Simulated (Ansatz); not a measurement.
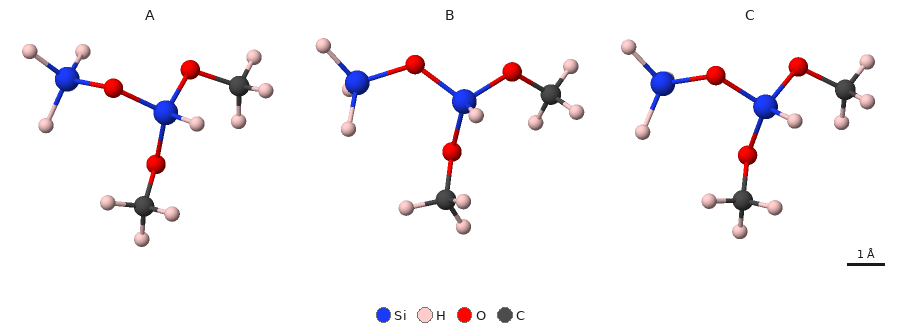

3 geometries from one relaxation of C₂H₁₀O₃Si₂, in shuffled order. The picture is a ball-and-stick view, seen at a tilt.

The run prepares the start of a later molecular dynamics calculation, from a guessed geometry.

Computed with RKS PBE-D4/STO-3G in Ansatz. (no spin polarisation; force threshold 0.02 eV/Å; at most 40 steps)

Q: Put them in the order of the run, from the start to the converged end.

A: B, C, A. They are steps 0, 8, 22, at +16.9 kcal/mol, +1.16 kcal/mol relative to the last. The atom that moves furthest after the best rigid fit is an H atom (1.37 Å). By element the largest moves are H 1.37 Å, O 0.93 Å, C 0.40 Å, Si 0.35 Å. Among the contacts that change: O–Si 1.679 → 1.739 Å, C–O 1.420 → 1.470 Å, O–Si 1.679 → 1.698 Å, C–H 1.110 → 1.121 Å. Among the angles between lasting bonds that change: Si–O–C 125.0° → 109.2°, Si–O–C 125.0° → 109.6°, Si–O–Si 125.0° → 115.2°. Groups turn about O–Si by about 75°, O–Si by about 35°, O–Si by about 35°. Over 22 geometry steps the energy falls by 16.9 kcal/mol. Largest force component: 2.6 eV/Å at the start, 0.0067 eV/Å at the end.

Limits of the set-up: STO-3G is a minimal basis, so the numbers are rough.
